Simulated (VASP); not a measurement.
Band structure of PbF2 (fluorite). Level of theory: LDA (Ceperley-Alder, Perdew-Zunger), VASP's LDA PAW potentials (set 64) (plane waves; VASP).

Unless said otherwise, spin-orbit coupling is left out, though it shifts the bands of the heavy elements here.

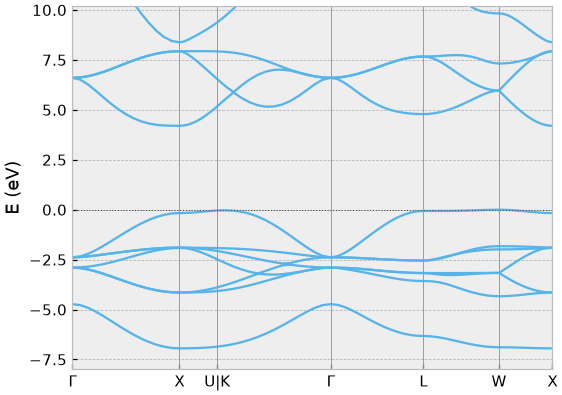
Figure: Bands along high-symmetry lines, zero at the valence-band maximum or, without a gap, the Fermi level

Read the plot: is there a gap, and where are the band edges?

The gap is indirect, 4.20 eV, from the valence maximum at W to the conduction minimum at X. (Edges off the drawn lines would not show.)

The compound is PbF2 in the fluorite structure, the β form. It was relaxed first, which changed the volume by -6 %.
